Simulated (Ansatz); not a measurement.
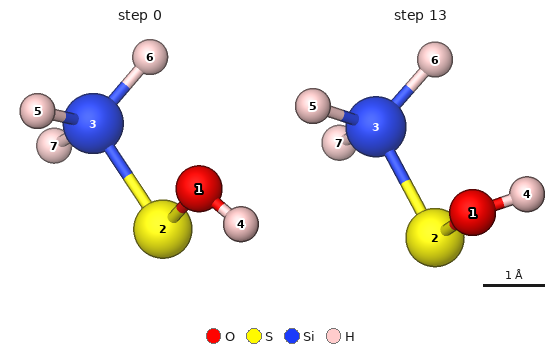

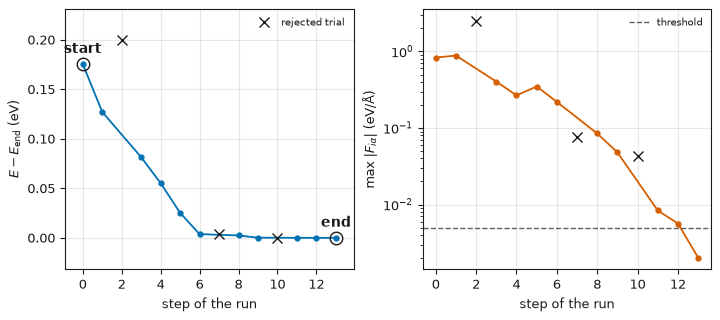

First and last geometry of a relaxation of SiH4SO, with the history of the run. A ball-and-stick model, seen from a free direction.

The calculation used RKS PBE0-D4/def2-TZVP in Ansatz.

Input file:
```yaml
crystal:
  periodic: [false, false, false]
  atoms:
    - {symbol: O, position_ang: [-1.576900, -0.796260, -0.178390]}
    - {symbol: S, position_ang: [-0.103150, -1.220440, 0.542580]}
    - {symbol: Si, position_ang: [0.843730, 0.617510, -0.042350]}
    - {symbol: H, position_ang: [-2.224030, -1.446660, 0.110450]}
    - {symbol: H, position_ang: [0.778210, 0.683980, -1.495530]}
    - {symbol: H, position_ang: [0.090010, 1.696060, 0.583390]}
    - {symbol: H, position_ang: [2.192130, 0.465800, 0.479850]}
basis:
  gaussian: {orbitals: def2-TZVP}
hamiltonian: {xc: pbe0, dispersion: d4}
relax: {f_tol: 0.005, max_steps: 200}
```

Command:
```bash
ansatz run in.yaml --threads 2 --pin off --events-out ev --progress --plain --max-ram 4352MiB
```

> Did the run converge, and what did it change?

It converged. The energy falls by 0.176 eV in 10 accepted moves (13 points after the start). The largest force component goes from 0.83 to 0.002 eV/Å. The line search rejected the trial steps at points 2, 7, 10 of the run. The largest move after the best rigid fit is that of H4, 0.59 Å. Largest moves by element: H 0.59 Å, O 0.43 Å, S 0.21 Å, Si 0.09 Å. Among the contacts that change: Si3–H7 1.454 → 1.486 Å, Si3–H6 1.457 → 1.486 Å, Si3–H5 1.456 → 1.484 Å, O1–S2 1.695 → 1.677 Å. Among the angles between lasting bonds that change: O1–S2–Si3 93.1° → 99.5°, S2–Si3–H5 106.9° → 111.4°, H5–Si3–H7 113.9° → 110.8°. Groups turn about O1–S2 by about 75°. The run took 52 s on 2 threads of Arm Neoverse N1 (shared host).
